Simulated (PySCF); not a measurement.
# C3H6O2: excited states, first hyperpolarisability

Aim: compute the excited states, first hyperpolarisability of C3H6O2 (`CCOC=O`).

Computed with PySCF 2.14.0 and routines of our own; the level stands in each step. Atoms count from 0.

## 1. The system as given

11 atoms, charge 0, multiplicity 1; geometry from: GFN2-xTB.

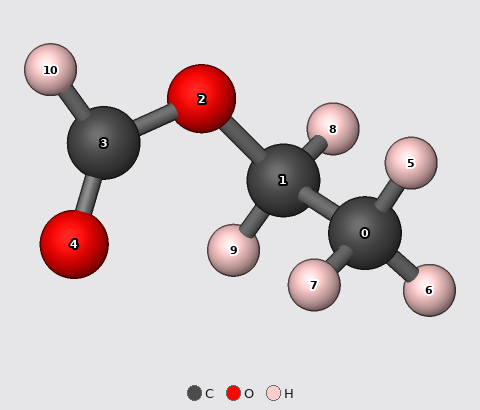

The starting geometry (carbon dark grey, oxygen red, hydrogen pink).

## 2. Geometry optimisation at PBE0-D3(BJ)/def2-TZVP

Job settings and geometry (Å):

```
{"job": {"xc": "PBE0", "basis": "def2-TZVP", "d3": "d3bj", "grid": 2, "kind": "geom"}, "charge": 0, "multiplicity": 1}
C     -1.272560     0.248266    -0.476065
C     -0.353156     0.062099     0.721728
O      0.964304     0.557375     0.446775
C      1.798695    -0.260512    -0.165180
O      1.586606    -1.386131    -0.507132
H     -1.301568     1.295537    -0.766839
H     -2.276340    -0.077597    -0.219260
H     -0.917078    -0.342734    -1.316582
H     -0.701861     0.640221     1.579336
H     -0.281408    -0.997205     0.987442
H      2.759792     0.263350    -0.310186
```

Started as:

```bash
> OMP_NUM_THREADS=1 python excited_run.py task.json out
```

One launch serves the whole session: the jobs run in the order shown.

The log of the run:

```text
step   0  E = -268.19188076  max force = 0.010457
step   1  E = -268.19175519  max force = 0.003613
step   2  E = -268.19165194  max force = 0.008686
step   3  E = -268.19193678  max force = 0.004660
step   4  E = -268.19205012  max force = 0.004442
step   5  E = -268.19213961  max force = 0.002829
step   6  E = -268.19219177  max force = 0.000951
step   7  E = -268.19220705  max force = 0.000323
step   8  E = -268.19221238  max force = 0.000101
optimisation converged
```

Run time: 84 s. Hardware: 1 thread of Arm Neoverse V1, shared host; peak memory 0.79 GiB.

Along the way: (the energy doesn't fall at every step)

```csv
step,energy from step 0 (eV),largest force component (eV/Å)
0,0.0000,0.5377
1,0.0034,0.1858
2,0.0062,0.4467
3,-0.0015,0.2396
4,-0.0046,0.2284
5,-0.0070,0.1455
6,-0.0085,0.0489
7,-0.0089,0.0166
8,-0.0090,0.0052
```

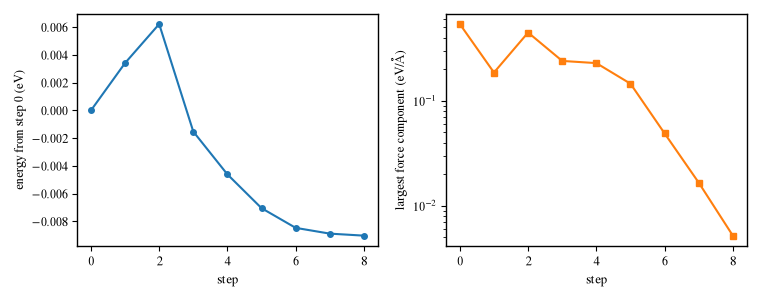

Energy and largest force along the relaxation.

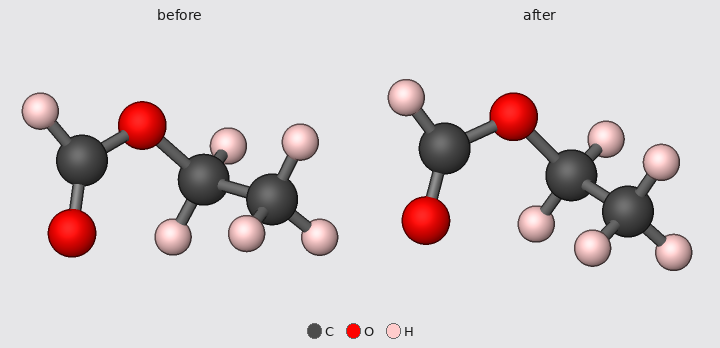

The geometry before (left) and after (right).

Distances of close pairs at the start and the end, largest changes first:

| bond | before (Å) | after (Å) | change (Å) |
| --- | --- | --- | --- |
| C0–C1 | 1.521 | 1.509 | -0.013 |
| O2–C3 | 1.319 | 1.329 | +0.010 |
| C0–H6 | 1.086 | 1.092 | +0.006 |
| C0–H5 | 1.087 | 1.092 | +0.004 |
| C3–H10 | 1.104 | 1.100 | -0.004 |
| C1–O2 | 1.434 | 1.438 | +0.004 |
| C1–H9 | 1.094 | 1.091 | -0.003 |
| C0–H7 | 1.087 | 1.091 | +0.003 |

The end geometry stands in the next job.

```
                         at the end point                 value
  point group (found at 0.08 Å tolerance)                    C1
rotational constants (GHz, main isotopes)  10.197, 3.829, 3.225
                        dipole moment (D)                  1.98
```

## 3. Excited states: TDA CAM-B3LYP/def2-TZVPD

Job settings and geometry (Å):

```
{"job": {"kind": "states", "xc": "CAM-B3LYP", "basis": "def2-TZVPD", "tda": true, "soc": true, "nstates": 6, "ntriplets": 5, "nquad": 4}, "charge": 0, "multiplicity": 1}
C     -1.236104     0.028188    -0.580275
C     -0.409517     0.153372     0.675421
O      0.876128     0.735796     0.400070
C      1.824865    -0.097261    -0.015484
O      1.712193    -1.278287    -0.173531
H     -1.354501     0.998508    -1.066024
H     -2.228764    -0.352671    -0.329524
H     -0.772317    -0.666165    -1.281739
H     -0.868893     0.835693     1.390606
H     -0.260150    -0.818268     1.148751
H      2.750143     0.470526    -0.192719
```

Method: TDA CAM-B3LYP/def2-TZVPD excited states, vertical, gas phase, spin-orbit mean-field couplings.

The log of the run:

```text
coarse grid: 9152 points
cycle   1  E = -268.2230841648  dE =  7.883e-01  |g| = 9.297e-01  |ddm| = 2.640e+00
cycle   2  E = -268.0380693995  dE =  1.850e-01  |g| = 1.419e+00  |ddm| = 1.460e+00
cycle   3  E = -268.3767708872  dE = -3.387e-01  |g| = 1.713e-01  |ddm| = 7.831e-01
cycle   4  E = -268.3809021279  dE = -4.131e-03  |g| = 7.780e-02  |ddm| = 1.312e-01
cycle   5  E = -268.3818687974  dE = -9.667e-04  |g| = 1.163e-02  |ddm| = 4.833e-02
cycle   6  E = -268.3818957860  dE = -2.699e-05  |g| = 3.886e-03  |ddm| = 1.519e-02
cycle   7  E = -268.3818994882  dE = -3.702e-06  |g| = 7.920e-04  |ddm| = 4.183e-03
final grid: 88272 points
cycle   8  E = -268.3796644795  dE = -3.752e-05  |g| = 4.050e-03  |ddm| = 1.308e-01
cycle   9  E = -268.3796646792  dE = -1.997e-07  |g| = 4.058e-03  |ddm| = 1.166e-02
cycle  10  E = -268.3796678807  dE = -3.202e-06  |g| = 5.583e-04  |ddm| = 3.449e-03
cycle  11  E = -268.3796679218  dE = -4.108e-08  |g| = 2.447e-04  |ddm| = 6.620e-04
cycle  12  E = -268.3796679324  dE = -1.057e-08  |g| = 6.894e-05  |ddm| = 2.805e-04
cycle  13  E = -268.3796679332  dE = -8.240e-10  |g| = 3.093e-05  |ddm| = 5.887e-05
converged SCF energy = -268.3796679332

Singlet excitations
state   eV       nm        f     d(h-e)  d(exc)  Lambda  PR(NTO)  |dmu|/D   mu/D   main configurations
  1   5.9303   209.1   0.00192   0.615   1.926   0.427   1.002    1.242    1.445   H->L+1 0.78, H->L 0.09
  2   7.8472   158.0   0.00535   0.456   3.474   0.293   1.157    2.165    3.707   H->L 0.61, H->L+1 0.10, H->L+4 0.08
  3   8.2683   150.0   0.12660   0.433   2.991   0.377   1.529    1.634    3.440   H-1->L 0.47, H-1->L+1 0.26
  4   8.4764   146.3   0.03106   0.733   3.402   0.430   1.152    3.492    3.402   H-1->L+1 0.45, H-1->L 0.40
  5   8.5476   145.1   0.00555   1.009   2.560   0.330   1.167                     H-2->L+1 0.52, H-3->L+1 0.14, H-2->L 0.10
  6   8.5832   144.4   0.08466   0.489   3.546   0.259   1.276                     H->L+4 0.27, H->L+2 0.24, H->L+3 0.20

Triplet excitations (Tamm-Dancoff)
state   eV     d(h-e)  d(exc)  Lambda  PR(NTO)   main configurations
  1   5.3626   0.600   1.898   0.426   1.004   H->L+1 0.78, H->L 0.09
  2   6.0178   0.471   1.984   0.509   1.010   H-1->L+1 0.69
  3   7.7507   0.476   3.446   0.280   1.016   H->L 0.61, H->L+1 0.12, H->L+4 0.10
  4   8.0883   0.843   2.295   0.345   1.039   H-2->L+1 0.47, H-3->L+1 0.18, H-5->L+1 0.09
  5   8.3122   0.714   3.560   0.323   1.443   H-1->L 0.69
S1 - T1 = 0.5677 eV

Spin-orbit couplings |<S|Hso|T>| (cm-1)
             T1       T2       T3       T4       T5
S0       61.344    3.562    3.917   58.272   14.043
S1        1.389   36.556    4.443   42.139    5.890
S2       11.095    0.423    1.024    3.625   20.235
S3       22.132    0.730   10.417   15.350    1.634
S4       12.813    3.862   20.515    8.528    1.462
S5       36.079   12.842    1.037    3.329    5.215
S6       13.692    3.105    2.084    2.820    4.971
T1 sublevels (cm-1): 0.000 0.016 0.291   radiative rates (1/s): 29.8 0.335 822
```

It took 31 s on 1 thread of Arm Neoverse V1, shared host; peak memory 0.84 GiB.

In short:

| quantity | value |
| --- | --- |
| S1 less T1 | 0.57 eV |

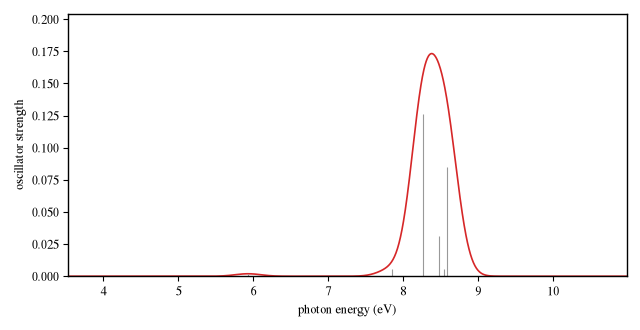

Absorption lines of the singlets. Lines are broadened to a width of 0.40 eV (Gaussian).

## 4. Excited states: TDDFT CAM-B3LYP/def2-TZVPD

The job, as its differences from that of step 3:

```diff
@@ -1,2 +1,2 @@
-{"job": {"kind": "states", "xc": "CAM-B3LYP", "basis": "def2-TZVPD", "tda": true, "soc": true, "nstates": 6, "ntriplets": 5, "nquad": 4}, "charge": 0, "multiplicity": 1}
+{"job": {"kind": "states", "xc": "CAM-B3LYP", "basis": "def2-TZVPD", "tpa": true, "nstates": 8, "nquad": 6, "ntriplets": 0}, "charge": 0, "multiplicity": 1}
 C     -1.236104     0.028188    -0.580275
```

With the program's defaults for keys left out, this is: TDDFT CAM-B3LYP/def2-TZVPD excited states, vertical, gas phase, two-photon moments by quadratic response.

The log of the run:

```text
coarse grid: 9152 points
cycle   1  E = -268.2230841648  dE =  7.883e-01  |g| = 9.297e-01  |ddm| = 2.640e+00
cycle   2  E = -268.0380693995  dE =  1.850e-01  |g| = 1.419e+00  |ddm| = 1.460e+00
cycle   3  E = -268.3767708872  dE = -3.387e-01  |g| = 1.713e-01  |ddm| = 7.831e-01
cycle   4  E = -268.3809021279  dE = -4.131e-03  |g| = 7.780e-02  |ddm| = 1.312e-01
cycle   5  E = -268.3818687974  dE = -9.667e-04  |g| = 1.163e-02  |ddm| = 4.833e-02
cycle   6  E = -268.3818957860  dE = -2.699e-05  |g| = 3.886e-03  |ddm| = 1.519e-02
cycle   7  E = -268.3818994882  dE = -3.702e-06  |g| = 7.920e-04  |ddm| = 4.183e-03
final grid: 88272 points
cycle   8  E = -268.3796644795  dE = -3.752e-05  |g| = 4.050e-03  |ddm| = 1.308e-01
cycle   9  E = -268.3796646792  dE = -1.997e-07  |g| = 4.058e-03  |ddm| = 1.166e-02
cycle  10  E = -268.3796678807  dE = -3.202e-06  |g| = 5.583e-04  |ddm| = 3.449e-03
cycle  11  E = -268.3796679218  dE = -4.108e-08  |g| = 2.447e-04  |ddm| = 6.620e-04
cycle  12  E = -268.3796679324  dE = -1.057e-08  |g| = 6.894e-05  |ddm| = 2.805e-04
cycle  13  E = -268.3796679332  dE = -8.240e-10  |g| = 3.093e-05  |ddm| = 5.887e-05
converged SCF energy = -268.3796679332

Singlet excitations
state   eV       nm        f     d(h-e)  d(exc)  Lambda  PR(NTO)  |dmu|/D   mu/D   delta(TPA)   sigma/GM   main configurations
  1   5.9020   210.1   0.00151   0.615   1.928   0.427   1.003    1.248    1.436        0.49      0.006   H->L+1 0.78, H->L 0.09
  2   7.8260   158.4   0.00716   0.445   3.402   0.310   1.340    1.994    3.484       44.98      1.009   H->L 0.56, H-1->L+1 0.11, H->L+1 0.09
  3   8.1144   152.8   0.13483   0.785   2.746   0.420   1.737    3.097    4.902       27.31      0.659   H-1->L+1 0.46, H-1->L 0.24
  4   8.4398   146.9   0.00841   0.745   3.584   0.386   1.051    3.585    2.778       53.54      1.397   H-1->L 0.62, H-1->L+1 0.28
  5   8.5217   145.5   0.00238   1.061   2.504   0.332   1.094    3.564    5.348        1.25      0.033   H-2->L+1 0.54, H-3->L+1 0.15, H-2->L 0.10
  6   8.5653   144.8   0.07468   0.548   3.610   0.248   1.105    1.075    2.083       31.30      0.841   H->L+2 0.26, H->L+4 0.25, H->L+3 0.23
  7   8.7638   141.5   0.00083   1.205   3.865   0.233   1.026                                            H->L+2 0.40, H->L+3 0.40, H->L+6 0.11
  8   8.9069   139.2   0.00455   1.771   4.312   0.247   1.201                                            H->L+4 0.49, H->L 0.20
```

Wall time 39 s (1 thread of Arm Neoverse V1, shared host); peak memory 0.86 GiB.

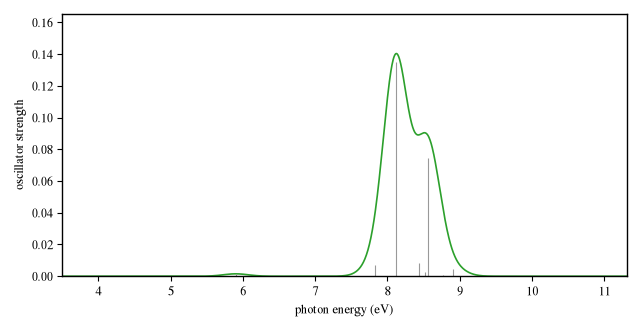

Absorption lines of the singlets. Lines are broadened to a width of 0.40 eV (Gaussian).

## 5. First hyperpolarisability: quadratic response CAM-B3LYP/def2-TZVPD

The job, as its differences from that of step 4:

```diff
@@ -1,2 +1,2 @@
-{"job": {"kind": "states", "xc": "CAM-B3LYP", "basis": "def2-TZVPD", "tpa": true, "nstates": 8, "nquad": 6, "ntriplets": 0}, "charge": 0, "multiplicity": 1}
+{"job": {"kind": "beta", "xc": "CAM-B3LYP", "basis": "def2-TZVPD"}, "charge": 0, "multiplicity": 1}
 C     -1.236104     0.028188    -0.580275
```

With the program's defaults for keys left out, this is: quadratic response CAM-B3LYP/def2-TZVPD first hyperpolarisability, Taylor convention, gas phase.

The log of the run:

```text
coarse grid: 9152 points
cycle   1  E = -268.2230841648  dE =  7.883e-01  |g| = 9.297e-01  |ddm| = 2.640e+00
cycle   2  E = -268.0380693995  dE =  1.850e-01  |g| = 1.419e+00  |ddm| = 1.460e+00
cycle   3  E = -268.3767708872  dE = -3.387e-01  |g| = 1.713e-01  |ddm| = 7.831e-01
cycle   4  E = -268.3809021279  dE = -4.131e-03  |g| = 7.780e-02  |ddm| = 1.312e-01
cycle   5  E = -268.3818687974  dE = -9.667e-04  |g| = 1.163e-02  |ddm| = 4.833e-02
cycle   6  E = -268.3818957860  dE = -2.699e-05  |g| = 3.886e-03  |ddm| = 1.519e-02
cycle   7  E = -268.3818994882  dE = -3.702e-06  |g| = 7.920e-04  |ddm| = 4.183e-03
final grid: 88272 points
cycle   8  E = -268.3796644795  dE = -3.752e-05  |g| = 4.050e-03  |ddm| = 1.308e-01
cycle   9  E = -268.3796646792  dE = -1.997e-07  |g| = 4.058e-03  |ddm| = 1.166e-02
cycle  10  E = -268.3796678807  dE = -3.202e-06  |g| = 5.583e-04  |ddm| = 3.449e-03
cycle  11  E = -268.3796679218  dE = -4.108e-08  |g| = 2.447e-04  |ddm| = 6.620e-04
cycle  12  E = -268.3796679324  dE = -1.057e-08  |g| = 6.894e-05  |ddm| = 2.805e-04
cycle  13  E = -268.3796679332  dE = -8.240e-10  |g| = 3.093e-05  |ddm| = 5.887e-05
converged SCF energy = -268.3796679332

Lowest singlets (eV, f): 5.9020 0.0015  7.8260 0.0072  8.1144 0.1348

First hyperpolarisability (au)
process     nm      |vector|   parallel      HRS      DR
static         -       32.27     -10.18      18.45   2.602
shg       1907.0       33.36      -10.2      19.07   2.606
eope      1907.0       32.62     -10.19          -       -
shg       1064.0       36.05     -10.17      20.59   2.618
eope      1064.0       33.44      -10.2          -       -
```

It took 29 s on 1 thread of Arm Neoverse V1, shared host; peak memory 0.86 GiB.

## 6. What came out

| quantity | value |
| --- | --- |
| point group | C1 |
| rotational constants (main isotopes) | 10.20, 3.83, 3.22 GHz |
| S1 less T1 (step 3, TDA CAM-B3LYP/def2-TZVPD) | 0.57 eV |
| β vector (step 5, quadratic response CAM-B3LYP/def2-TZVPD) | static 32, SHG 1907.0 nm 33, SHG 1064.0 nm 36 au |

**Reading.** Relaxing lowered the energy by 0.009 eV in 8 steps; the close pair that moved most is C0–C1, from 1.521 to 1.509 Å. In step 3, the number of triplets below S1 is 1, and the largest singlet-triplet spin-orbit coupling is S0–T1, 61.34 cm⁻¹. β grows from 32 au (static) to 36 au for doubling at 1064.0 nm: normal dispersion, which grows as twice the photon energy moves toward the bright states.
